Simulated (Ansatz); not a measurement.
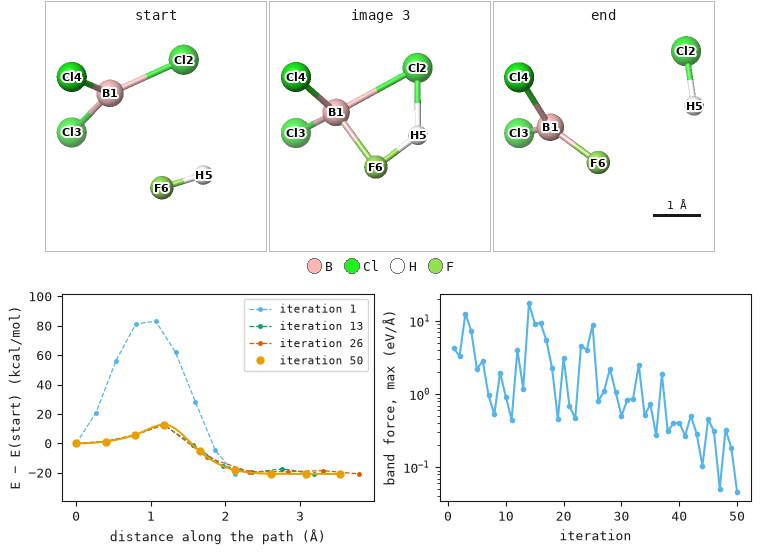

A nudged-elastic-band calculation for BHCl$_{3}$F, made up of BCl₃ and HF. Images are numbered from 0 (start) to 8 (end). The plot follows the band through its iterations. The picture is a ball-and-stick view, seen from a free direction.

Theory: RKS CAM-B3LYP-D4/6-31G* (Ansatz 0.2.0).

Input file:
```yaml
crystal:
  periodic: [false, false, false]
  atoms:
    - { symbol: B, position_ang: [0.018876, 0.615539, -0.540776] }
    - { symbol: Cl, position_ang: [1.707378, 0.102709, -0.506973] }
    - { symbol: Cl, position_ang: [-1.043678, -0.026019, -1.765288] }
    - { symbol: Cl, position_ang: [-0.494204, 1.931241, 0.481835] }
    - { symbol: H, position_ang: [0.335005, -1.492016, 1.217703] }
    - { symbol: F, position_ang: [-0.523276, -1.131454, 1.113499] }
basis:
  gaussian: { orbitals: "6-31G*" }
hamiltonian:
  xc: cam_b3lyp
  dispersion: d4
neb:
  order_check: false
  images: 7
  f_tol: 0.05
  max_iterations: 60
  initial_path: linear
  final_atoms:
    - { symbol: B, position_ang: [-0.90559793, 0.4670902, -0.18052587] }
    - { symbol: Cl, position_ang: [2.26155405, -0.77018194, 0.11232231] }
    - { symbol: Cl, position_ang: [-1.20275409, 0.11545491, -1.86027309] }
    - { symbol: Cl, position_ang: [-0.66017621, 2.09159989, 0.39719973] }
    - { symbol: H, position_ang: [1.39892435, -1.37821237, 0.84631302] }
    - { symbol: F, position_ang: [-0.89184917, -0.52575069, 0.6849639] }
```

Run as
```bash
ansatz run input.yaml --threads 2 --pin off --max-ram 3072MiB --backend cpu --events-out ev --progress --plain --runs-dir out
```

Did the band converge, and can the barrier be trusted?

The run is converged, with reservations. The band converged in 50 iterations. The largest component of the band force went from 4.2 to 0.046 eV/Å. The climbing image converged on the top of the path. Its curvatures weren't checked. The straight starting path can push atoms close together and costs iterations. The first iteration put the highest image at 83.2 kcal/mol. Forward barrier 12.8 kcal/mol, backward barrier 33.6 kcal/mol, with image 3 at the top; the reaction energy is −20.8 kcal/mol.

Limits of the set-up: the start holds two separate molecules, 2.5 Å apart at their closest, whose relative position is a soft coordinate.
